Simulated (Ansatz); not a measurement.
Consider C$_{2}$H$_{7}$BOSi.

Input file:

```
crystal:
  periodic: [false, false, false]
  atoms:
    - { symbol: C, position_ang: [-1.2223, 0.0995, 1.2942] }
    - { symbol: B, position_ang: [0.0058, 0.2397, 0.3535] }
    - { symbol: C, position_ang: [1.1739, -0.7816, -0.0147] }
    - { symbol: O, position_ang: [1.5078, -0.5413, -1.3725] }
    - { symbol: Si, position_ang: [0.2533, 0.6538, -1.5134] }
    - { symbol: H, position_ang: [-0.9574, -0.0739, 2.319] }
    - { symbol: H, position_ang: [-1.9114, -0.6562, 0.9112] }
    - { symbol: H, position_ang: [-1.7737, 1.1296, 1.2619] }
    - { symbol: H, position_ang: [0.8975, -1.8188, 0.211] }
    - { symbol: H, position_ang: [2.40011, -0.93913, -1.53256] }
    - { symbol: H, position_ang: [0.8404, 1.9846, -1.7026] }
    - { symbol: H, position_ang: [-0.8584, 0.2524, -2.3239] }
basis:
  gaussian: { orbitals: def2-SVP }
hamiltonian:
  xc: pbe0
  dispersion: d4
relax:
  f_tol: 0.02
  max_steps: 50
output:
  orbitals: {}
```

Command:

```sh
ansatz run input.yaml --threads 2 --pin off --max-ram 3072MiB --backend cpu --events-out ev --progress --plain --runs-dir out
```

The fields are those of the run's last geometry, not of the input's.

Theory: Ansatz 0.2.0, RKS PBE0-D4/def2-SVP.

**What will maps of the electron density and electron localisation function show?**

C–B (1.45 Å): ρ is about 1.6 e/Å³ halfway; the ELF peaks at about 0.95 between the atoms; a covalent bond.
C–O (1.52 Å): ρ at the midpoint is about 1.6 e/Å³, with its minimum of 1.2 e/Å³ about 0.5 Å from C; the ELF peaks at about 0.90 between the atoms: a shared but strongly polarised pair.
Si–O (1.87 Å): ρ is about 0.68 e/Å³ halfway; the ELF peaks at about 0.90 between the atoms: a polar covalent bond.
Si–B (1.97 Å): the density is about 0.77 e/Å³ at the midpoint; the ELF peaks at about 0.95 between the atoms; a covalent bond.

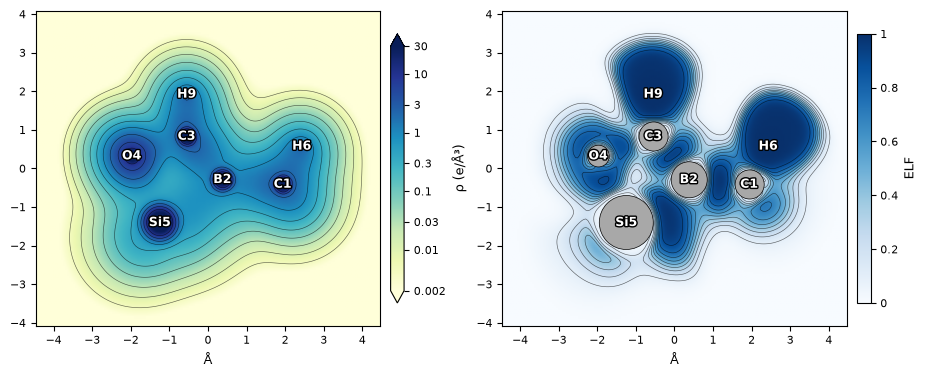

Computed electron density and electron localisation function on the plane of atoms B2, Si5 and O4, in this order. Grey discs cover the atomic cores in the ELF map. 
